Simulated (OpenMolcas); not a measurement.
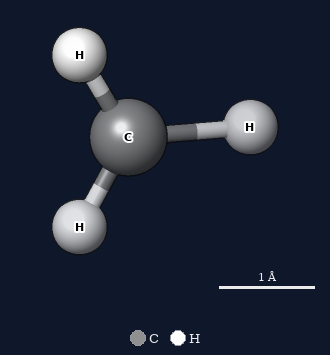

**Figure 1.** The input geometry (ball-and-stick view, seen at a tilt). Bond lengths as drawn: C–H 1.08 to 1.35 Å.

## Single-point calculation of CH₃ (part 1 of 2)

CH₃, multiplicity 2, computed with ROMP2/3-21G, ROHF (OpenMolcas 26.06).

A bond length was changed on purpose from its optimised value.

Input file:
```
* CH3 ROMP2
&GATEWAY
BASLIB
$CurrDir
BASISSET
C.3-21G....
C1 -0.022801 -0.225488 -0.146809 angstrom
End of Basis
BASISSET
H.3-21G....
H2 0.091200 0.901900 0.587200 angstrom
H3 -0.906001 -0.393088 -0.745509 angstrom
H4 0.769199 -0.959788 -0.135409 angstrom
End of Basis
&SEWARD
&SCF
UHF
SPIN
2
THRESHOLDS
1e-10 1e-07 1e-07 1e-05
PRORBITALS
1 1
&RASSCF
FILEORB
$Project.UnaOrb
SPIN
2
NACTEL
1 0 0
INACTIVE
4
RAS2
1
OUTORBITALS
Canonical
ORBLISTING
Nothing
&CASPT2
IPEA
0.0
FROZEN
1
```

Launch command:
```bash
export MOLCAS_MEM=1860
pymolcas calc.inp > calc.log
```

Log:
```
--- Start Module: gateway ---

                                              &GATEWAY

                       available to each process: 1.9 GB of memory, 1 thread

 Basis Set     1 Label: C.3-21G....
 Basis set is read from library:.
 basistype.tbl is not found

 Basis Set     2 Label: H.3-21G....
 Basis set is read from library:.
 basistype.tbl is not found

++    Symmetry information:
      ---------------------

                    Character Table for C1

                             E
                    a        1  x, y, xy, Rz, z, xz, Ry, yz, Rx, I
--

++    Basis set information:
      ----------------------

      Basis set label: C.3-21G.........

      Electronic valence basis set:
      ------------------
      Associated Effective Charge   6.000000 au
      Associated Actual Charge      6.000000 au
      Nuclear Model: Point charge

      Shell  nPrim  nBasis  Cartesian Spherical Contaminant
         s       6       3        X
         p       3       2        X

      Basis set label: H.3-21G.........

      Electronic valence basis set:
      ------------------
      Associated Effective Charge   1.000000 au
      Associated Actual Charge      1.000000 au
      Nuclear Model: Point charge

      Shell  nPrim  nBasis  Cartesian Spherical Contaminant
         s       3       2        X
--

++    Molecular structure info:
      -------------------------

                    ************************************************
                    **** Cartesian Coordinates / bohr, angstrom ****
                    ************************************************

     Center  Label                x              y              z                     x              y              z
        1      C1              -0.043088      -0.426111      -0.277429             -0.022801      -0.225488      -0.146809
        2      H2               0.172343       1.704344       1.109647              0.091200       0.901900       0.587200
        3      H3              -1.712094      -0.742829      -1.408808             -0.906001      -0.393088      -0.745509
        4      H4               1.453575      -1.813736      -0.255886              0.769199      -0.959788      -0.135409

                    ***************************************
                    *    InterNuclear Distances / bohr    *
                    ***************************************

               1 C1            2 H2            3 H3            4 H4
    1 C1       0.000000
    2 H2       2.551319        0.000000
    3 H3       2.041056        3.985269        0.000000
    4 H4       2.041071        3.985364        3.535185        0.000000

                    *******************************************
                    *    InterNuclear Distances / angstrom    *
                    *******************************************

               1 C1            2 H2            3 H3            4 H4
    1 C1       0.000000
    2 H2       1.350100        0.000000
    3 H3       1.080080        2.108914        0.000000
    4 H4       1.080088        2.108964        1.870739        0.000000

                    **************************************
                    *    Valence Bond Angles / degree    *
                    **************************************
                          Atom centers                 Phi
                      2 H2       1 C1       3 H3       120.00
                      2 H2       1 C1       4 H4       120.00
                      3 H3       1 C1       4 H4       120.00
--

            Nuclear Potential Energy              9.01572579 au

--- Stop Module: gateway /rc=_RC_ALL_IS_WELL_ ---

--- Start Module: seward ---

                                              &SEWARD

                       available to each process: 1.9 GB of memory, 1 thread

               SEWARD will generate:
                  Multipole Moment integrals up to order  2
                  Kinetic Energy integrals
                  Nuclear Attraction integrals (point charge)
                  One-Electron Hamiltonian integrals
                  Velocity integrals
                  Orbital angular momentum around ( -0.0402  -0.3975  -0.2588 )
                  Velocity quadrupole around ( -0.0402  -0.3975  -0.2588 )
                  Two-Electron Repulsion integrals

                   Integrals are discarded if absolute value <: 1.00E-14
                   Integral cutoff threshold is set to       <: 1.00E-16

            Nuclear Potential Energy              9.01572579 au

      Basis set specifications :
      Symmetry species         a
      Basis functions           15

--- Stop Module: seward /rc=_RC_ALL_IS_WELL_ ---

--- Start Module: scf ---

                                                &SCF

                       available to each process: 1.9 GB of memory, 1 thread

++    Input section:
      --------------

      Header of the integral files:

      Cartesian coordinates in angstrom:
      -----------------------------------------------------
      No.  Label        X            Y            Z
      -----------------------------------------------------
       1   C1        -0.02280100  -0.22548800  -0.14680900
       2   H2         0.09120000   0.90190000   0.58720000
       3   H3        -0.90600100  -0.39308800  -0.74550900
       4   H4         0.76919900  -0.95978800  -0.13540900
      -----------------------------------------------------
      Nuclear repulsion energy =    9.01572579
--

++    Orbital specifications:
      -----------------------

      Symmetry species               1
                                     a
      Frozen orbitals                0
      Occupied orbitals alpha        5
      Occupied orbitals beta         4
      Secondary orbitals alpha      10
      Secondary orbitals beta       11
      Deleted orbitals               0
      Total number of orbitals      15
      Number of basis functions     15
--

      Molecular charge                           0.000

++    Optimization specifications:
      ----------------------------

      SCF Algorithm: Conventional USCF
      D(i)-D(i-1) density differences are used
      Number of density matrices in core                 5
      Maximum number of NDDO SCF iterations            400
      Maximum number of HF SCF iterations              400
      Threshold for SCF energy change             1.00E-10
      Threshold for density matrix                1.00E-07
      Threshold for Fock matrix                   1.00E-07
      Threshold for linear dependence             1.00E-09
      Threshold at which DIIS is turned on        1.50E-01
      Maximum depth in the DIIS procedure                5
      Maximum depth in the BFGS Hessian update          30
      Threshold at which QNR/C2DIIS is turned on  7.50E-02
      Threshold for Norm(delta) (QNR/C2DIIS)      1.00E-05
      All orbitals punched on: UHFORB
--

      Input vectors read from INPORB
      Orbital file label: *Guess orbitals

++ Convergence information
                               UHF SCF        iterations: Energy and convergence statistics

Iter     Tot. SCF        One-elec.       Two-elec.     Energy      Max Dij or  Max Fij      DNorm      TNorm      AccCon     Time
         Energy          Energy          Energy        Change      Delta Norm                                                in Sec.
   1   -39.251709041   -69.379858119    21.112423283   0.00E+00    1.79E-01*   9.96E-02*    3.00E+00   2.00E+01   None         0.
   2   -39.302882943   -70.126158792    21.807550054  -5.12E-02*   7.94E-02*   5.23E-02*    6.49E-01   2.03E+01   EDIIS        0.
   3   -39.307617066   -69.916400637    21.593057776  -4.73E-03*   2.09E-02*   1.33E-02*    1.76E-01   2.02E+01   c2DIIS       0.
   4   -39.308504157   -69.997790209    21.673560257  -8.87E-04*   2.59E-02*   7.39E-03*    6.58E-02   2.02E+01   QNRc2DIIS    0.
   5   -39.308752064   -69.961811667    21.637333808  -2.48E-04*   4.60E-02*   3.50E-03*    3.42E-02   2.02E+01   QNRc2DIIS    0.
   6   -39.308972281   -69.957670882    21.632972806  -2.20E-04*   2.41E-02*   3.53E-03*    6.09E-02   2.02E+01   QNRc2DIIS    0.
   7   -39.309026607   -69.967683629    21.642931227  -5.43E-05*   1.00E-02*   1.58E-03*    3.05E-02   2.02E+01   QNRc2DIIS    0.
   8   -39.309036034   -69.968376703    21.643614874  -9.43E-06*   2.11E-03*   1.86E-04*    1.38E-02   2.02E+01   QNRc2DIIS    0.
   9   -39.309036546   -69.968223628    21.643461287  -5.12E-07*   3.53E-04*   5.45E-05*    3.49E-03   2.02E+01   QNRc2DIIS    0.
  10   -39.309036572   -69.968248956    21.643486589  -2.57E-08*   1.57E-04*   2.71E-05*    5.64E-04   2.02E+01   QNRc2DIIS    0.
  11   -39.309036576   -69.968247116    21.643484745  -3.96E-09*   6.24E-06    1.85E-06*    2.47E-04   2.02E+01   QNRc2DIIS    0.
  12   -39.309036576   -69.968245123    21.643482752  -1.02E-11    9.88E-07    1.96E-07*    1.02E-05   2.02E+01   QNRc2DIIS    0.
  13   -39.309036576   -69.968245609    21.643483238  -2.56E-13    2.16E-07    4.47E-08     1.38E-06   2.02E+01   QNRc2DIIS    0.

       Convergence after  13 Iterations
--

 *****************************************************************************************************************************
 *                                             SCF/KS-DFT Program, Final results                                             *
 *                                                       Final Results                                                       *
 *****************************************************************************************************************************

::    Total SCF energy                                -39.3090365761
      One-electron energy                             -69.9682456091
      Two-electron energy                              21.6434832381
      Nuclear repulsion energy                          9.0157257949
      Kinetic energy (interpolated)                    38.9328952066
      Virial theorem                                    1.0096612740
      Total spin, S(S+1)                                0.7780986689
      Total spin, S                                     0.5139520052
      Max non-diagonal density matrix element           0.0000001075
      Max non-diagonal Fock matrix element              0.0000000201

      All orbitals with orbital energies smaller than  E(LUMO)+0.5 are printed

++    Molecular orbitals:
      -------------------

      Title: UHF orbitals (alpha)

      Molecular orbitals for symmetry species 1: a

          Orbital            1         2         3         4         5         6         7         8
          Energy          -11.2000   -0.9295   -0.5830   -0.5163   -0.3921    0.2249    0.3220    0.3555
          Occ. No.          1.0000    1.0000    1.0000    1.0000    1.0000    0.0000    0.0000    0.0000

--

      All orbitals with orbital energies smaller than  E(LUMO)+0.5 are printed

++    Molecular orbitals:
      -------------------

      Title: UHF orbitals (beta)

      Molecular orbitals for symmetry species 1: a

          Orbital            1         2         3         4         5         6         7         8
          Energy          -11.1728   -0.8220   -0.5642   -0.5014    0.1636    0.2522    0.3390    0.3699
          Occ. No.          1.0000    1.0000    1.0000    1.0000    0.0000    0.0000    0.0000    0.0000

--

++    Molecular charges:
      ------------------

      Mulliken charges per centre and basis function type
      ---------------------------------------------------

                            C1                      H2                      H3                      H4
                     alpha        beta       alpha        beta       alpha        beta       alpha        beta
      1s           1.8126      1.6269      0.3392      0.5256      0.3416      0.4552      0.3416      0.4552
      2px          0.6576      0.3968      0.0000      0.0000      0.0000      0.0000      0.0000      0.0000
      2pz          0.8333      0.1841      0.0000      0.0000      0.0000      0.0000      0.0000      0.0000
      2py          0.6742      0.3561      0.0000      0.0000      0.0000      0.0000      0.0000      0.0000
      Total        3.9777      2.5640      0.3392      0.5256      0.3416      0.4552      0.3416      0.4552
      Total              6.5417                  0.8648                  0.7968                  0.7968

      Charge           -0.5417                  0.1352                  0.2032                  0.2032

      Total electronic charge=    9.000000

      Total            charge=   -0.000000
--

++    Molecular orbitals:
      -------------------

      Title: Natural orbitals

      Molecular orbitals for symmetry species 1: a

          Orbital            1         2         3         4         5         6         7         8         9        10
          Energy          -11.1836   -0.5728   -0.7531   -0.6280   -0.1023    0.3085    0.5092    0.5477    1.6887    0.9531
          Occ. No.          2.0000    1.9985    1.9975    1.9899    1.0000    0.0101    0.0025    0.0015    0.0000    0.0000

          Orbital           11        12        13        14        15
          Energy            0.9943    1.1229    0.9440    1.1796    1.1021
          Occ. No.          0.0000    0.0000    0.0000    0.0000    0.0000

--

++    Molecular properties:
      ---------------------
```
